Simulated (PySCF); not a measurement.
# CH8OSSi2: NMR shifts at several levels of theory, part 2 of 2

PySCF 2.14.0. Atoms count from 0.

## 8. Shielding tensors: PBE0/aug-cc-pVDZ

Job settings and geometry (Å):

```
{"job": {"kind": "nmr", "xc": "PBE0", "basis": "aug-cc-pVDZ", "pop": true}, "charge": 0, "multiplicity": 1}
C     -2.228964    -0.167152    -0.627466
S     -0.918776    -1.428575    -0.505151
Si     0.449552    -0.361428     0.770126
O      1.420348    -1.448982     1.574457
Si     1.850322     0.983978    -0.525303
H     -2.614193     0.109574     0.364367
H     -3.043176    -0.613465    -1.213801
H     -1.875866     0.732713    -1.150902
H     -0.404950     0.453610     1.698830
H      0.961577    -2.114539     2.098606
H      2.674184     0.122038    -1.425284
H      0.983058     1.868024    -1.367323
H      2.751373     1.850130     0.296627
```

Level: GIAO PBE0/aug-cc-pVDZ NMR shielding, non-relativistic, gas phase.

Log:

```text
coarse grid: 12008 points
cycle   1  E = -1094.7748452281  dE =  2.012e-01  |g| = 6.726e-01  |ddm| = 7.258e+00
cycle   2  E = -1094.6099353803  dE =  1.649e-01  |g| = 1.131e+00  |ddm| = 2.442e+00
cycle   3  E = -1094.8644419322  dE = -2.545e-01  |g| = 8.442e-02  |ddm| = 1.514e+00
cycle   4  E = -1094.8659446600  dE = -1.503e-03  |g| = 3.816e-02  |ddm| = 2.610e-01
cycle   5  E = -1094.8663820661  dE = -4.374e-04  |g| = 7.176e-03  |ddm| = 9.364e-02
cycle   6  E = -1094.8663972425  dE = -1.518e-05  |g| = 1.966e-03  |ddm| = 1.584e-02
cycle   7  E = -1094.8663984172  dE = -1.175e-06  |g| = 5.057e-04  |ddm| = 5.048e-03
final grid: 100992 points
cycle   8  E = -1094.8810970934  dE = -1.459e-05  |g| = 6.426e-03  |ddm| = 9.521e-02
cycle   9  E = -1094.8810885666  dE =  8.527e-06  |g| = 8.746e-03  |ddm| = 2.649e-02
cycle  10  E = -1094.8811070898  dE = -1.852e-05  |g| = 8.120e-04  |ddm| = 1.417e-02
cycle  11  E = -1094.8811072497  dE = -1.599e-07  |g| = 1.788e-04  |ddm| = 1.627e-03
cycle  12  E = -1094.8811072569  dE = -7.234e-09  |g| = 6.258e-05  |ddm| = 3.841e-04
cycle  13  E = -1094.8811072580  dE = -1.100e-09  |g| = 1.107e-05  |ddm| = 1.356e-04
cycle  14  E = -1094.8811072580  dE = -3.956e-11  |g| = 4.361e-06  |ddm| = 3.317e-05
converged SCF energy = -1094.8811072580

GIAO shielding tensors (ppm)
atom      isotropic    diamagn.    paramagn.     s11        s22        s33       span
  0 C      181.219     212.019     -30.800    169.141    174.843    199.672     30.532
  1 S      705.893    1050.637    -344.744    591.424    664.236    862.020    270.595
  2 Si     391.652     878.490    -486.838    346.049    389.852    439.055     93.005
  3 O      298.341     391.077     -92.736    271.126    296.320    327.578     56.452
  4 Si     517.833     893.152    -375.319    507.818    518.223    527.459     19.641
  5 H       29.344      30.180      -0.836     24.298     27.071     36.664     12.366
  6 H       29.358      33.628      -4.270     23.914     26.622     37.538     13.623
  7 H       29.475      29.891      -0.415     23.402     28.132     36.892     13.489
  8 H       25.229      25.365      -0.135     22.585     24.007     29.096      6.511
  9 H       30.585      35.690      -5.106     22.422     26.510     42.822     20.399
 10 H       27.735      27.747      -0.012     24.749     25.868     32.588      7.839
 11 H       27.894      28.871      -0.977     24.438     26.966     32.279      7.841
 12 H       27.613      27.749      -0.136     24.393     25.073     33.375      8.982
```

It took 27 s on 1 thread of Arm Neoverse V1, shared host; peak memory 0.98 GiB.

This run: δ C0 13.9, S1 -148, Si2 25.1, Si4 -101.1, H8 6.17, H10 3.65 ppm (means over like atoms).

## 9. Nuclear shieldings: PBE0/IGLO-III

Settings changed since step 8:

```diff
@@ -1,2 +1,2 @@
-{"job": {"kind": "nmr", "xc": "PBE0", "basis": "aug-cc-pVDZ", "pop": true}, "charge": 0, "multiplicity": 1}
+{"job": {"kind": "nmr", "xc": "PBE0", "basis": "IGLO-III", "pop": true}, "charge": 0, "multiplicity": 1}
 C     -2.228964    -0.167152    -0.627466
```

With the program's defaults for keys left out, this is: GIAO PBE0/IGLO-III NMR shielding, non-relativistic, gas phase.

Log:

```text
coarse grid: 12008 points
cycle   1  E = -1094.8410741890  dE =  8.846e-02  |g| = 7.503e-01  |ddm| = 2.604e+00
cycle   2  E = -1094.6658459949  dE =  1.752e-01  |g| = 1.215e+00  |ddm| = 9.350e-01
cycle   3  E = -1094.9363698506  dE = -2.705e-01  |g| = 1.067e-01  |ddm| = 6.002e-01
cycle   4  E = -1094.9383410306  dE = -1.971e-03  |g| = 4.671e-02  |ddm| = 1.324e-01
cycle   5  E = -1094.9388641154  dE = -5.231e-04  |g| = 9.583e-03  |ddm| = 5.190e-02
cycle   6  E = -1094.9388835878  dE = -1.947e-05  |g| = 3.438e-03  |ddm| = 9.003e-03
cycle   7  E = -1094.9388864317  dE = -2.844e-06  |g| = 6.541e-04  |ddm| = 3.556e-03
final grid: 100992 points
cycle   8  E = -1094.9501032711  dE = -8.029e-05  |g| = 7.598e-03  |ddm| = 3.597e-02
cycle   9  E = -1094.9500959927  dE =  7.278e-06  |g| = 8.946e-03  |ddm| = 8.895e-03
cycle  10  E = -1094.9501120833  dE = -1.609e-05  |g| = 1.427e-03  |ddm| = 5.458e-03
cycle  11  E = -1094.9501124633  dE = -3.800e-07  |g| = 3.904e-04  |ddm| = 8.803e-04
cycle  12  E = -1094.9501124904  dE = -2.713e-08  |g| = 1.439e-04  |ddm| = 3.374e-04
cycle  13  E = -1094.9501124950  dE = -4.530e-09  |g| = 2.456e-05  |ddm| = 1.040e-04
cycle  14  E = -1094.9501124951  dE = -1.230e-10  |g| = 5.438e-06  |ddm| = 2.071e-05
converged SCF energy = -1094.9501124951

GIAO shielding tensors (ppm)
atom      isotropic    diamagn.    paramagn.     s11        s22        s33       span
  0 C      171.190     250.911     -79.721    159.708    165.401    188.461     28.753
  1 S      664.652    1061.703    -397.052    536.999    617.534    839.421    302.422
  2 Si     329.788     886.514    -556.726    281.118    327.900    380.345     99.227
  3 O      285.365     382.445     -97.080    257.113    286.228    312.755     55.642
  4 Si     457.767     888.285    -430.517    449.906    459.527    463.869     13.963
  5 H       29.291      30.405      -1.114     24.115     27.135     36.622     12.507
  6 H       29.377      28.168       1.209     23.945     26.685     37.500     13.555
  7 H       29.430      31.359      -1.928     23.282     28.087     36.922     13.641
  8 H       25.248      31.044      -5.796     22.826     24.252     28.666      5.839
  9 H       30.379      31.271      -0.892     22.400     26.368     42.368     19.968
 10 H       27.688      28.395      -0.708     24.900     25.971     32.193      7.293
 11 H       27.801      29.326      -1.525     24.513     26.971     31.919      7.406
 12 H       27.580      28.301      -0.721     24.522     25.182     33.037      8.515
```

Wall time 40 s (1 thread of Arm Neoverse V1, shared host); peak memory 1.1 GiB.

Key values: δ C0 12.6, S1 -146, Si2 15.6, Si4 -112.4, H8 6.13, H10 3.68 ppm (means over like atoms).

## 10. Shielding tensors: PBE0/pcSseg-0

Settings changed since step 9:

```diff
@@ -1,2 +1,2 @@
-{"job": {"kind": "nmr", "xc": "PBE0", "basis": "IGLO-III", "pop": true}, "charge": 0, "multiplicity": 1}
+{"job": {"kind": "nmr", "xc": "PBE0", "basis": "pcSseg-0", "pop": true}, "charge": 0, "multiplicity": 1}
 C     -2.228964    -0.167152    -0.627466
```

Method: GIAO PBE0/pcSseg-0 NMR shielding, non-relativistic, gas phase.

Log:

```text
coarse grid: 12008 points
cycle   1  E = -1093.2217632911  dE =  1.515e-01  |g| = 6.729e-01  |ddm| = 3.443e+00
cycle   2  E = -1093.0800873417  dE =  1.417e-01  |g| = 1.090e+00  |ddm| = 2.315e+00
cycle   3  E = -1093.3147940326  dE = -2.347e-01  |g| = 8.819e-02  |ddm| = 1.579e+00
cycle   4  E = -1093.3165710226  dE = -1.777e-03  |g| = 3.927e-02  |ddm| = 2.196e-01
cycle   5  E = -1093.3170554421  dE = -4.844e-04  |g| = 2.884e-03  |ddm| = 7.411e-02
cycle   6  E = -1093.3170578187  dE = -2.377e-06  |g| = 1.257e-03  |ddm| = 8.020e-03
final grid: 100992 points
cycle   7  E = -1093.4002957295  dE = -1.747e-05  |g| = 3.234e-03  |ddm| = 2.196e-02
cycle   8  E = -1093.4002948280  dE =  9.015e-07  |g| = 3.726e-03  |ddm| = 8.566e-03
cycle   9  E = -1093.4002984776  dE = -3.650e-06  |g| = 2.972e-04  |ddm| = 4.980e-03
cycle  10  E = -1093.4002985020  dE = -2.439e-08  |g| = 1.131e-04  |ddm| = 6.465e-04
cycle  11  E = -1093.4002985048  dE = -2.812e-09  |g| = 4.631e-05  |ddm| = 2.086e-04
cycle  12  E = -1093.4002985053  dE = -4.989e-10  |g| = 6.707e-06  |ddm| = 6.633e-05
converged SCF energy = -1093.4002985053

GIAO shielding tensors (ppm)
atom      isotropic    diamagn.    paramagn.     s11        s22        s33       span
  0 C      178.746     254.487     -75.741    164.132    173.772    198.334     34.202
  1 S      739.902    1056.788    -316.886    626.558    699.791    893.356    266.799
  2 Si     333.535     876.735    -543.200    269.653    317.851    413.102    143.449
  3 O      319.895     392.111     -72.215    232.543    331.238    395.904    163.362
  4 Si     509.019     879.755    -370.735    495.058    506.457    525.543     30.486
  5 H       31.533      30.062       1.471     26.442     29.149     39.008     12.566
  6 H       30.890      30.290       0.600     25.053     27.736     39.883     14.829
  7 H       31.487      29.711       1.776     25.292     30.114     39.056     13.764
  8 H       26.503      29.306      -2.803     22.974     24.997     31.538      8.563
  9 H       32.663      30.005       2.658     24.723     28.764     44.502     19.779
 10 H       29.135      28.714       0.420     25.782     27.068     34.554      8.771
 11 H       29.533      28.814       0.719     25.357     28.714     34.528      9.171
 12 H       29.104      28.664       0.439     25.113     26.756     35.442     10.329
```

Wall time 6.5 s (1 thread of Arm Neoverse V1, shared host); peak memory 0.49 GiB.

Key values: δ C0 14.8, S1 -224, Si2 15.0, Si4 -160.5, H8 6.33, H10 3.57 ppm (means over like atoms).

## 11. NMR shieldings: PBE0/pcSseg-2

Settings changed since step 10:

```diff
@@ -1,2 +1,2 @@
-{"job": {"kind": "nmr", "xc": "PBE0", "basis": "pcSseg-0", "pop": true}, "charge": 0, "multiplicity": 1}
+{"job": {"kind": "nmr", "xc": "PBE0", "basis": "pcSseg-2", "pop": true}, "charge": 0, "multiplicity": 1}
 C     -2.228964    -0.167152    -0.627466
```

Method: GIAO PBE0/pcSseg-2 NMR shielding, non-relativistic, gas phase.

Log:

```text
coarse grid: 12008 points
cycle   1  E = -1094.8634239232  dE =  1.377e-01  |g| = 7.314e-01  |ddm| = 2.579e+00
cycle   2  E = -1094.6897773237  dE =  1.736e-01  |g| = 1.199e+00  |ddm| = 1.162e+00
cycle   3  E = -1094.9593628855  dE = -2.696e-01  |g| = 9.829e-02  |ddm| = 8.248e-01
cycle   4  E = -1094.9611556959  dE = -1.793e-03  |g| = 4.417e-02  |ddm| = 1.175e-01
cycle   5  E = -1094.9616328492  dE = -4.772e-04  |g| = 8.549e-03  |ddm| = 4.697e-02
cycle   6  E = -1094.9616483809  dE = -1.553e-05  |g| = 3.081e-03  |ddm| = 9.985e-03
cycle   7  E = -1094.9616506560  dE = -2.275e-06  |g| = 6.412e-04  |ddm| = 3.340e-03
final grid: 100992 points
cycle   8  E = -1094.9709571643  dE = -6.480e-05  |g| = 6.700e-03  |ddm| = 2.827e-02
cycle   9  E = -1094.9709499429  dE =  7.221e-06  |g| = 8.654e-03  |ddm| = 8.974e-03
cycle  10  E = -1094.9709657732  dE = -1.583e-05  |g| = 1.001e-03  |ddm| = 5.731e-03
cycle  11  E = -1094.9709659527  dE = -1.795e-07  |g| = 3.089e-04  |ddm| = 8.869e-04
cycle  12  E = -1094.9709659704  dE = -1.761e-08  |g| = 1.092e-04  |ddm| = 2.825e-04
cycle  13  E = -1094.9709659731  dE = -2.714e-09  |g| = 1.487e-05  |ddm| = 1.036e-04
cycle  14  E = -1094.9709659731  dE = -5.002e-11  |g| = 5.456e-06  |ddm| = 1.900e-05
converged SCF energy = -1094.9709659731

GIAO shielding tensors (ppm)
atom      isotropic    diamagn.    paramagn.     s11        s22        s33       span
  0 C      171.077     244.237     -73.160    159.337    165.327    188.568     29.231
  1 S      660.809    1058.331    -397.521    532.151    613.619    836.658    304.507
  2 Si     325.155     878.036    -552.881    276.515    321.188    377.763    101.248
  3 O      285.239     384.858     -99.619    257.427    284.408    313.882     56.455
  4 Si     454.442     879.831    -425.389    445.682    456.425    461.217     15.535
  5 H       29.300      30.048      -0.748     24.135     27.136     36.630     12.495
  6 H       29.245      28.378       0.867     23.766     26.407     37.562     13.795
  7 H       29.416      30.919      -1.503     23.255     28.113     36.880     13.625
  8 H       25.321      30.610      -5.289     22.956     24.312     28.696      5.740
  9 H       29.923      30.977      -1.054     21.802     25.657     42.309     20.508
 10 H       27.702      28.878      -1.176     24.830     25.957     32.320      7.490
 11 H       27.898      29.675      -1.777     24.543     27.056     32.095      7.552
 12 H       27.605      28.417      -0.812     24.432     25.251     33.133      8.701
```

Wall time 54 s (1 thread of Arm Neoverse V1, shared host); peak memory 1.3 GiB.

Key values: δ C0 13.0, S1 -158, Si2 16.1, Si4 -113.2, H8 5.92, H10 3.51 ppm (means over like atoms).

## 12. Side by side: NMR shifts

Shifts (ppm) of some atoms, chosen among heavy atoms and hydrogens apart, with basis size and wall time:

| run | C0 | H8 | H9 | S1 | Si2 | Si4 | O3 | functions | time |
| --- | --- | --- | --- | --- | --- | --- | --- | --- | --- |
| PBE0/6-31G* | 11.5 | 5.99 | 1.18 | -157 | 43.0 | -73.8 | 27.3 | 98 | 10 s |
| PBE0/6-311+G(2d,p) | 13.1 | 6.21 | 0.88 | -151 | 18.8 | -110.1 | 39.7 | 207 | 26 s |
| PBE0/def2-SVP | 11.9 | 5.85 | 1.03 | -161 | 14.4 | -102.2 | 40.0 | 122 | 11 s |
| PBE0/def2-TZVP | 12.6 | 6.20 | 1.02 | -161 | 16.1 | -113.6 | 46.1 | 221 | 29 s |
| PBE0/cc-pVDZ | 13.2 | 5.77 | 0.87 | -166 | 21.7 | -91.9 | 38.4 | 122 | 12 s |
| PBE0/cc-pVTZ | 12.9 | 6.02 | 1.20 | -162 | 16.8 | -108.6 | 42.7 | 274 | 43 s |
| PBE0/aug-cc-pVDZ | 13.9 | 6.17 | 0.81 | -148 | 25.1 | -101.1 | 37.6 | 199 | 27 s |
| PBE0/IGLO-III | 12.6 | 6.13 | 1.00 | -146 | 15.6 | -112.4 | 41.8 | 282 | 40 s |
| PBE0/pcSseg-0 | 14.8 | 6.33 | 0.17 | -224 | 15.0 | -160.5 | 18.0 | 73 | 6.5 s |
| PBE0/pcSseg-2 | 13.0 | 5.92 | 1.32 | -158 | 16.1 | -113.2 | 42.9 | 313 | 54 s |

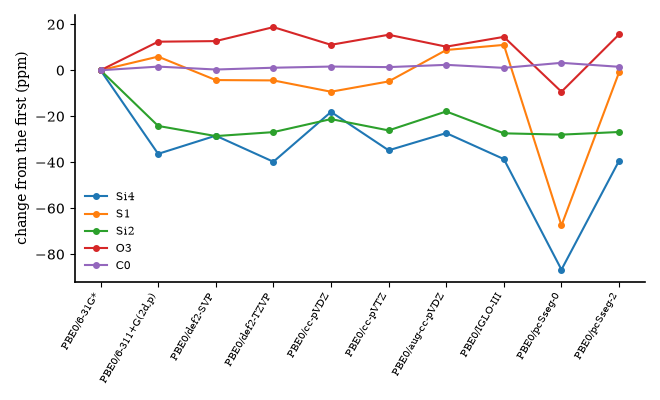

How five of the tabulated atoms move from run to run.

## 13. Outcome

This closing draws on all 2 parts.

| quantity | value |
| --- | --- |
| 13C shifts against TMS (PBE0/6-31G*) | 11.5 ppm |
| 1H shifts against TMS (PBE0/6-31G*, means over atoms taken as alike) | 5.99, 3.65, 1.66, 1.18 ppm |
| 33S shifts against CS2 (PBE0/6-31G*) | -157 ppm |
| 29Si shifts against TMS (PBE0/6-31G*) | 43.0, -73.8 ppm |
| 17O shifts against H2O (PBE0/6-31G*) | 27.3 ppm |
| range of the shift of Si4 | -160.5 to -73.8 ppm |

What this shows: Single values in the summary come from the first run of each kind that ended normally (PBE0/6-31G*), which need not be the best level. At PBE0/6-31G*: The largest span, 286 ppm, is at S1, where the paramagnetic term is -355 ppm. In ppm, Si4 moves most: its shift spreads over 86.7 ppm, from -160.5 (PBE0/pcSseg-0) to -73.8 (PBE0/6-31G*). Most of that comes from the computed reference, not from the atom's own shielding.
